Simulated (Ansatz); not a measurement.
A series of calculations on CH7BO

## 1. Relaxation

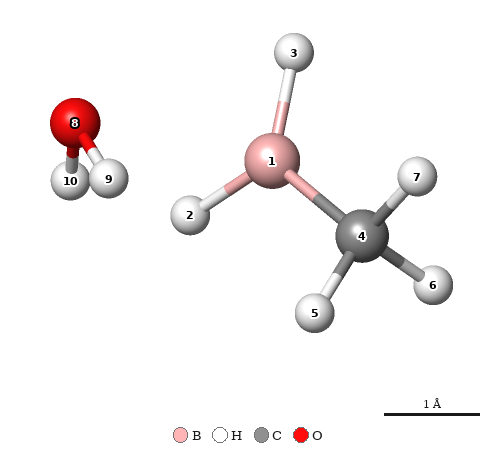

CH7BO, before the relaxation. Style: ball-and-stick. Shown from a free direction.

The run prepares an end point of a later path (reaction) calculation, from a guessed geometry.

The calculation used Ansatz 0.2.0, RKS PBE-D4/6-31G*.

Input
```yaml
crystal:
  periodic: [false, false, false]
  atoms:
    - { symbol: B, position_ang: [-0.076318, 0.252037, 0.036185] }
    - { symbol: H, position_ang: [-0.134033, 0.281157, 1.236133] }
    - { symbol: H, position_ang: [0.980683, 0.515058, -0.471735] }
    - { symbol: C, position_ang: [-1.386404, 0.12445, -0.820569] }
    - { symbol: H, position_ang: [-2.156273, -0.536696, -0.378684] }
    - { symbol: H, position_ang: [-1.85251, 1.138443, -0.830767] }
    - { symbol: H, position_ang: [-1.229084, -0.151107, -1.877448] }
    - { symbol: O, position_ang: [0.379488, -2.227709, 0.654962] }
    - { symbol: H, position_ang: [-0.482278, -2.518357, 0.288719] }
    - { symbol: H, position_ang: [0.116529, -1.564776, 1.351703] }
basis:
  gaussian: { orbitals: "6-31G*" }
hamiltonian:
  xc: pbe
  dispersion: d4
relax:
  f_tol: 0.03
  max_steps: 50
output:
  orbitals: {}
```

Launched with:
```bash
ansatz run input.yaml --threads 1 --pin off --max-ram 2048MiB --backend cpu --events-out ev --progress --plain --runs-dir out
```

Q: What does the optimiser find from here?

A: The energy falls by 43.6 kJ/mol in 14 accepted moves (16 points after the start). Largest force component: 0.75 eV/Å at the start, 0.0095 eV/Å at the end. The line search rejected the trial steps at points 6, 9 of the run. The atom that moves furthest after the best rigid fit is H10 (0.80 Å). Largest moves by element: H 0.80 Å, O 0.63 Å, B 0.32 Å, C 0.07 Å. Near-neighbour distances that change, for instance: B1–O8 2.596 → 1.756 Å, B1–C4 1.571 → 1.598 Å, B1–H2 1.202 → 1.224 Å, O8–H10 0.997 → 0.981 Å. Bond angles that change, for instance: H3–B1–C4 121.4° → 117.3°, H2–B1–C4 120.4° → 116.4°, H2–B1–H3 117.3° → 114.4°.

The structure at the end:

```xyz
10

B    -0.1557   -0.0240    0.1788
H    -0.3859    0.2563    1.3482
H     0.9231    0.3657   -0.2289
C    -1.3931    0.0582   -0.8286
H    -2.3137   -0.4450   -0.4685
H    -1.6682    1.1226   -0.9551
H    -1.1688   -0.3301   -1.8392
O     0.1753   -1.7440    0.3005
H    -0.6628   -2.1311    0.6356
H     0.8097   -1.8161    1.0455
```

The end point in the same view:

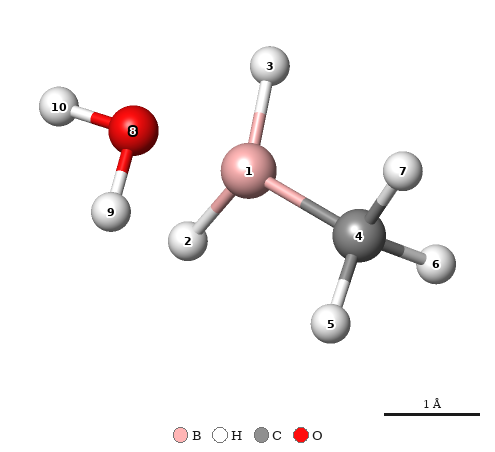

## 2. Relaxation

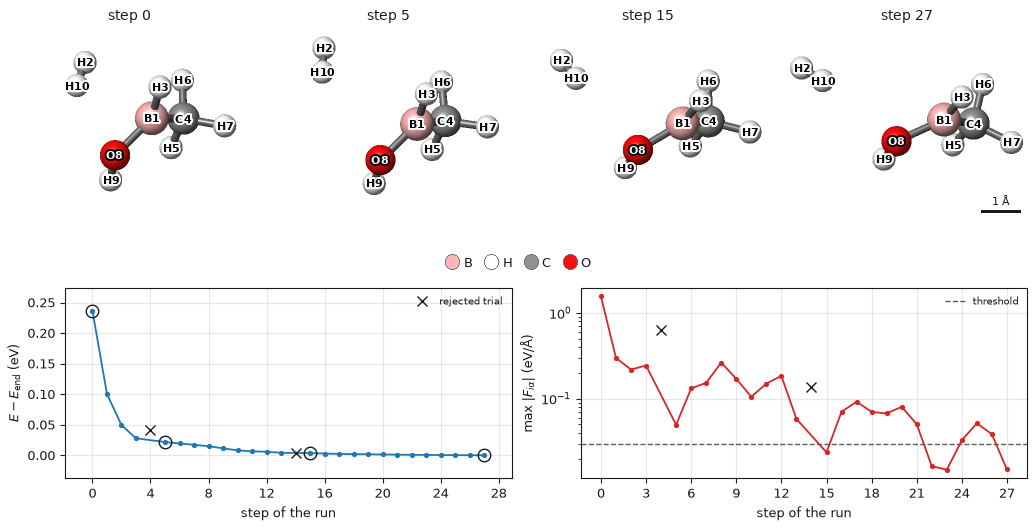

Frames of a relaxation of CH$_{7}$BO, marked on the history of the run. Style: ball-and-stick. Shown at a tilt.

The run prepares an end point of a later path (reaction) calculation, from a guessed geometry.

Computed with Ansatz 0.2.0, RKS PBE-D4/6-31G*. Settings: no spin polarisation; force threshold 0.03 eV/Å; at most 50 steps.

Q: Describe the path.

A: After 25 accepted moves (27 points after the start) the energy has fallen by 0.236 eV. Largest force component: 1.6 eV/Å at the start, 0.015 eV/Å at the end. The line search rejected the trial steps at points 4, 14 of the run. The forces were under the threshold at step 15, but the run went on from there. The largest move after the best rigid fit is that of H2, 1.57 Å. Largest moves by element: H 1.57 Å, B 0.40 Å, O 0.39 Å, C 0.36 Å. Some distances before and after: H2–H10 0.712 → 0.752 Å, B1–O8 1.390 → 1.370 Å. Cost: 46 s on 1 thread of Arm Neoverse V2 (shared host), peak memory 0.12 GiB. From step 0 to 5: H2 moves most (0.67 Å), energy −0.215 eV. From step 5 to 15: H2 moves most (0.59 Å), energy −0.018 eV. From step 15 to 27: H2 moves most (0.53 Å), energy −0.004 eV.

## 3. Path

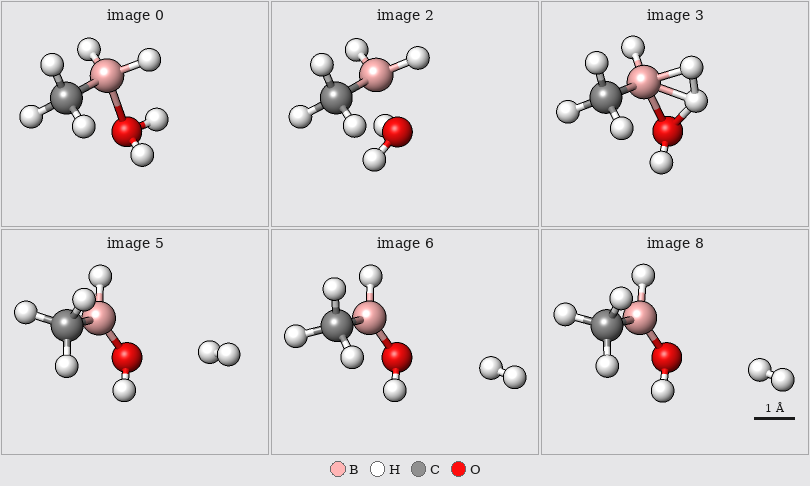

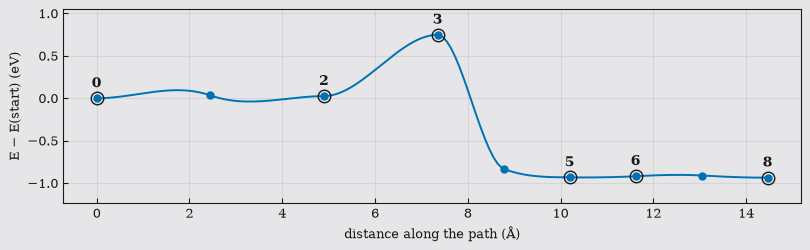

NEB run on CH$_{7}$BO. Images are numbered from 0 (start) to 8 (end). The picture is a ball-and-stick view, seen from a free direction.

All numbers below come from RKS PBE-D4/6-31G* (Ansatz). Run with 7 movable images; climbing image; force threshold 0.05 eV/Å; iteration limit 60; starting path through a guess of the saddle point.

**What happens along the path, and what is the barrier?**

The path has more than one stage, and so few images may leave a stage unresolved. Breaking: B–H (1.22 → 4.03 Å), H–O (0.98 → 2.59 Å). Forming: H–H (2.41 → 0.75 Å). The highest point, image 3, lies 0.75 eV above the start and 1.68 eV above the end; the end is at −0.93 eV relative to the start. The band converged in 31 iterations. The largest component of the band force went from 8 to 0.048 eV/Å. The climbing image converged on the top of the path. Its vibrational analysis gives one imaginary mode (1175i cm⁻¹), as a transition state must have.

Cost: 5.1 min on 1 thread of Arm Neoverse V2, on a shared host, peak memory 0.1 GiB.
